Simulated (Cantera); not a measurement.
Charge: 1 mol Fe2O3, 2.1 mol CH4, 0.02 mol CO, at 1.33 mbar.

These are equilibrium values from Cantera (NASA tables, ideal gas, pure condensed phases), not measurements of a reactor. Candidate condensed phases: C, C6H6, C7H8, C8H18, Fe, Fe(CO)5, FeO, Fe(OH)2, Fe(OH)3, Fe2O3, Fe3O4, H2O; 114 gas species. The numbers say what is thermodynamically allowed, not how fast it happens.

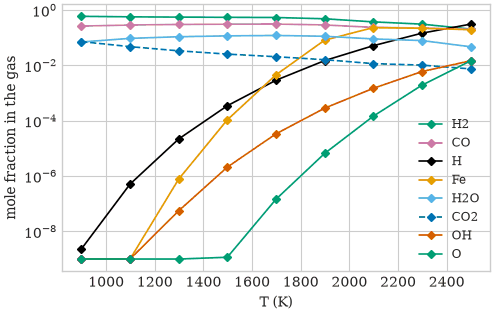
Figure: Equilibrium gas composition (values under 1e-9 drawn at 1e-9)

Read off the mole fractions at 1298 K.

H2 about 0.56, CO about 0.30, H2O about 0.11, CO2 about 0.034, H about 2.2e-5, Fe about 7.7e-7, OH about 5.5e-8.
